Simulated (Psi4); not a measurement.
# SiHClF (SMILES F[SiH]Cl) at UBP86/3-21G (sweep point 2)

Wanted: a geometry optimisation of SiHClF. Input form: a Python script.

The calculation is run with Psi4 1.11.

**1. Starting point**

The species is SiHClF (4 atoms), meant as a doublet with charge 0. SMILES: `F[SiH]Cl`. The coordinates come from a GFN2-xTB relaxation. The run starts from this shape.

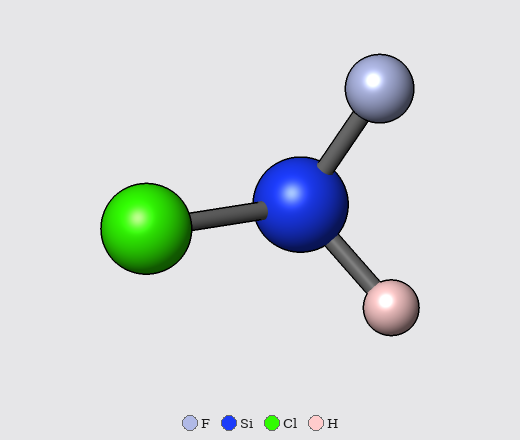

Viewed from a chosen angle; fluorine light blue, silicon blue, chlorine green, hydrogen pink.

**2. A structure relaxation at UBP86/3-21G (sweep point 2)**

Contents of clfhsi.py:

```python
import psi4

psi4.set_memory(1600000000)
psi4.set_num_threads(1)
psi4.core.set_output_file('psi4.out', False)

m = psi4.geometry("""
0 2
F     -1.87640356    -0.64687215     2.00783401
Si    -0.38718599    -0.42180577    -0.65656644
Cl     3.27419618    -1.03299989     0.14261763
H     -1.01060663     2.10167781    -1.49388519
units bohr
symmetry c1
""")

psi4.set_options({
    'basis': '3-21G',
    'reference': 'uks',
    'puream': True,
    'scf_type': 'pk',
    'dft_radial_points': 99,
    'dft_spherical_points': 590,
    'g_convergence': 'gau_tight',
    'geom_maxiter': 50,
    'maxiter': 150,
})

E = psi4.optimize('bp86')
print(f'total energy {E:.8f} hartree = {E * 27.211386:.5f} eV')
print(m.to_string(dtype='xyz', units='Angstrom'))
```

Started as:

```bash
python clfhsi.py
```

psi4.out:

```text
[...]
  Running in c1 symmetry.
[...]
  Nuclear repulsion =  141.879665284982593
[...]
  Multiplicity = 2
[...]
  Nalpha       = 21
  Nbeta        = 20
[...]
    Number of basis functions: 37
[...]
   @UKS iter   1:  -845.86180124655891   -9.40007e-02   9.87356e-03 ADIIS/DIIS
[...]
   @UKS iter   4:  -845.92783149294428   -9.09495e-13   7.06118e-09 DIIS
[...]
   @S^2 Observed:                7.509402931E-01
[...]
    Orbital Energies [Eh]
    ---------------------
    Alpha Occupied:
       1A   -100.024465     2A    -65.097259     3A    -24.182716
       4A     -9.119381     5A     -6.955515     6A     -6.946083
       7A     -6.945091     8A     -5.128743     9A     -3.542410
      10A     -3.540927    11A     -3.538869    12A     -1.092181
      13A     -0.762916    14A     -0.513518    15A     -0.415171
      16A     -0.393393    17A     -0.376618    18A     -0.335229
      19A     -0.304723    20A     -0.296071    21A     -0.223396
    Alpha Virtual:
      22A     -0.055284    23A     -0.026013    24A      0.040890
      25A      0.231285    26A      0.249123    27A      0.258229
[...]
  @UKS Final Energy:  -845.92783149294428
   => Energetics <=
    Nuclear Repulsion Energy =            132.1019116708349372
    One-Electron Energy =               -1434.3424245818816871
    Two-Electron Energy =                 516.2154220906733144
    DFT Exchange-Correlation Energy =     -59.9027406725707010
    Empirical Dispersion Energy =           0.0000000000000000
    VV10 Nonlocal Energy =                  0.0000000000000000
    Total Energy =                       -845.9278314929442786
[...]
 Multipole Moments:
 ------------------------------------------------------------------------------------
     Multipole            Electronic (a.u.)      Nuclear  (a.u.)        Total (a.u.)
 ------------------------------------------------------------------------------------
 L = 1.  Multiply by 2.5417464519 to convert [e a0] to [Debye]
 Dipole X            :         -0.0399630           -0.6943192           -0.7342822
 Dipole Y            :         -1.3298722            1.5647207            0.2348485
 Dipole Z            :          1.2654206           -1.7486130           -0.4831923
 Magnitude           :                                                    0.9098346
[...]
  -Total Gradient:
     Atom            X                  Y                   Z
    ------   -----------------  -----------------  -----------------
       1        0.000009220216    -0.000006810515    -0.000000363014
       2        0.000008223276    -0.000002281246     0.000002991541
       3        0.000009828035     0.000001508087    -0.000006501752
       4        0.000001196749    -0.000001050601     0.000001740016
[...]
    Final optimized geometry and variables:
    Molecular point group: c1
    Full point group: C1
    Geometry (in Bohr), charge = 0, multiplicity = 2:
    F           -2.921144296203    -0.013251431836     1.869618904845
    SI          -1.366478475918     0.215459299605    -0.868620888248
    CL           2.727671598081    -0.248559255224    -0.266527962715
    H           -1.643738999805     2.893060733438    -1.883515306124
[...]
```

On the terminal:

```text
Some dependencies such as QCElemental have not yet finished migration to pydantic v2. If issues are encountered please downgrade pydantic or upgrade QCElemental as appropriate
	Previous geometry is closer to target in internal coordinates, so using that one.

	Best geometry has RMS(Delta(q)) = 2.46e-03

	Previous geometry is closer to target in internal coordinates, so using that one.

	Best geometry has RMS(Delta(q)) = 5.56e-08

	Denominators (dg)(dq) or (dq)(dq) are very small.
	Skipping Hessian update for step 8.
	Energy has increased in a minimization.
	Energy ratio indicates iffy step.
	Intrafrag trust radius decreased to   0.25.
	Denominators (dg)(dq) or (dq)(dq) are very small.
	Skipping Hessian update for step 9.
	Denominators (dg)(dq) or (dq)(dq) are very small.
	Skipping Hessian update for step 8.
	Energy has increased in a minimization.
	Energy ratio indicates iffy step.
	Intrafrag trust radius decreased to 0.0625.
Optimizer: Optimization complete!
total energy -845.92783149 hartree = -23018.86875 eV
4
0 2 ClFHSi
F                    -1.545802990629    -0.007012355736     0.989359717082
Si                   -0.723109268327     0.114016151178    -0.459654378773
Cl                    1.443421647896    -0.131531893366    -0.141040523875
H                    -0.869829218986     1.530941809220    -0.996713375949
```

It took 24 s on 1 thread of Intel Xeon 6975P-C (Granite Rapids), shared host; peak memory 0.43 GiB.

The path in brief:

| step | energy from the first frame kept (eV) | largest force (eV/Å) |
| --- | --- | --- |
| 0 | 0.0000 | 3.4979 |
| 1 | -0.3928 | 1.3228 |
| 2 | -0.4622 | 0.5195 |
| 3 | -0.4700 | 0.2129 |
| 4 | -0.4711 | 0.0778 |
| 5 | -0.4713 | 0.0254 |
| 6 | -0.4713 | 0.0072 |
| 7 | -0.4713 | 0.0023 |
| 8 | -0.4713 | 0.0008 |
| 9 | -0.4713 | 0.0006 |

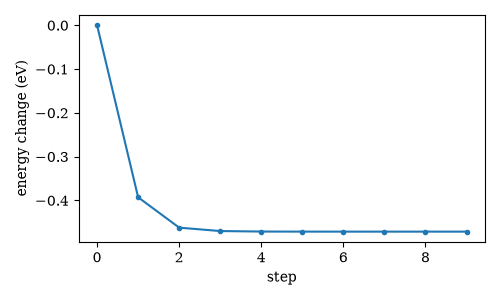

Energy along the run.

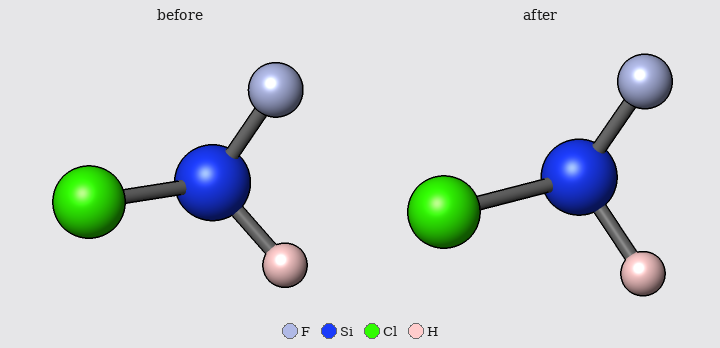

Before and after, at one scale.

After the run. Bond lengths: F1–Si2 1.671 Å, Si2–Cl3 2.204 Å, Si2–H4 1.522 Å. Angles: F1–Si2–Cl3 110.5°, F1–Si2–H4 109.0°, Cl3–Si2–H4 104.4°.

**3. Outcome**

At UBP86/3-21G (sweep point 2):

| quantity | value |
| --- | --- |
| total energy at the end | -845.92783 Eh |
| dipole moment | 2.31 D |
| HOMO energy (highest over α and β) | -6.08 eV |
| LUMO energy (lowest over α and β) | -4.82 eV |
| ⟨S²⟩ | 0.751 |

At the final geometry: Bond lengths: F1–Si2 1.671 Å, Si2–Cl3 2.204 Å, Si2–H4 1.522 Å. Angles: F1–Si2–Cl3 110.5°, F1–Si2–H4 109.0°, Cl3–Si2–H4 104.4°. The optimisation took 10 steps and changed the energy by -0.471 eV.
